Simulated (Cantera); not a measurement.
A closed system holds: 1 mol Fe(CO)₅, 7.2 mol CO, 30 mol H₂, at 10.0 Torr.

Equilibrium computed with Cantera from the NASA thermochemical tables; the gas is ideal and each condensed phase is pure. Candidate condensed phases: C, C₆H₆, C₇H₈, C₈H₁₈, Fe, Fe(CO)₅, FeO, Fe(OH)₂, Fe(OH)₃, Fe₂O₃, Fe₃O₄, H₂O; 114 gas species. Condensed phases not in the tables: cementite and carbon dissolved in iron. Rates play no part.

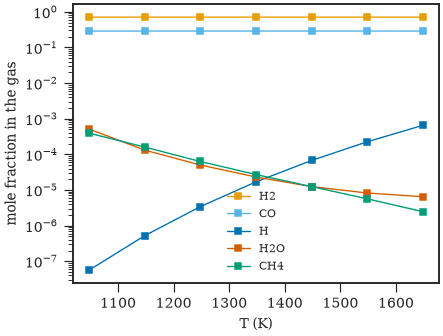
Figure: Equilibrium gas composition (values under 1e-9 drawn at 1e-9)

Q: Read off the mole fractions at 1048 K.

A: H₂ about 0.71, CO about 0.29, H₂O about 0.00051, CH₄ about 0.00039, H about 5.6e-8.
